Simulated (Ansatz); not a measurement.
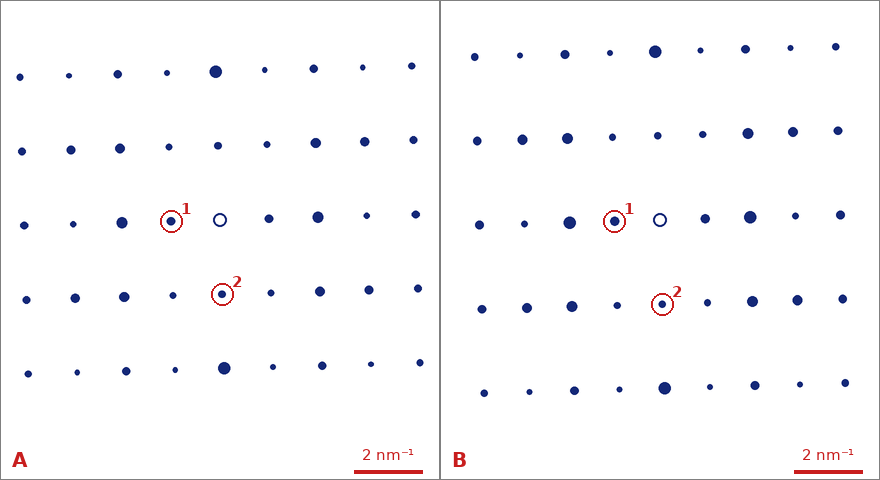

Kinematic electron diffraction patterns (200 kV, B = 0.5 Å², same scale) along [110] of the run's own cell, for the start and the end of one relaxation of Sr3ZnGa2 with DFT PBE, scalar-relativistic, plane waves, PAW (Ansatz). k mesh 6×6×8. The start is a generated model structure, and the relaxation ends in the nearest stationary point of its symmetry, not necessarily the ground state. Spot 1 is -1 1 0 and spot 2 is 0 0 1 in both.

Start structure:

```
CELL_PARAMETERS angstrom
7.99287 0.00000 0.00000
-3.99643 6.92203 0.00000
0.00000 0.00000 4.56533
ATOMIC_POSITIONS crystal
Sr 0.50000 0.00000 0.50000
Sr 0.50000 0.50000 0.50000
Sr 0.00000 0.50000 0.50000
Zn 0.00000 0.00000 0.00000
Ga 0.33333 0.66667 0.00000
Ga 0.66667 0.33333 0.00000
```

**Which pattern belongs to the start structure, and which to the relaxed one?**

A is the start: its cell gives d(1) = 6.922 Å, d(2) = 4.565 Å and an angle of 90.0°. B is the relaxed structure, with d(1) = 7.513 Å (+8.5 %), d(2) = 4.031 Å (-11.7 %) and 90.0°.

**Summarise the relaxation behind the change.**

The volume changed by +4.0 % to 43.79 Å³ an atom; the fractional coordinates hardly changed; the space group stayed P6/mmm (No. 191); the free energy fell by 23 meV an atom. Relaxed cell: a = 8.676 Å, b = 8.676 Å, c = 4.031 Å, α = 90.00°, β = 90.00°, γ = 120.00°.
